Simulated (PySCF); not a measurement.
SMILES [CH3][Ge]([SH])([SH])[SH] at its PBE0/def2-SVP optimised geometry (Å):

```
11

C      1.2507    -0.4983     0.0000
Ge    -0.6892    -0.4983     0.0000
S     -1.3183    -1.5817    -1.8498
S     -1.3563    -1.4413     1.9041
S     -1.6239     1.5311     0.0000
H      1.6147     0.0718     0.8660
H      1.6239    -1.5311     0.0589
H      1.6228    -0.0314    -0.9229
H     -2.6395    -1.4143    -1.6249
H     -2.6390    -1.0407     1.7661
H     -1.5504     1.6594    -1.3436
```

Method: PBE0/def2-TZVP in PySCF.

Map of the Laplacian of the electron density (e/bohr⁵), clipped to [-1.50, 1.50] on the plane z = 1.5 Å:

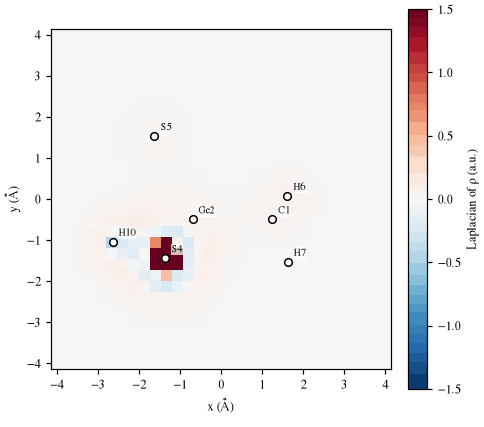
*Laplacian of the electron density (e/bohr⁵), clipped to [-1.50, 1.50] on the plane z = 1.5 Å.*
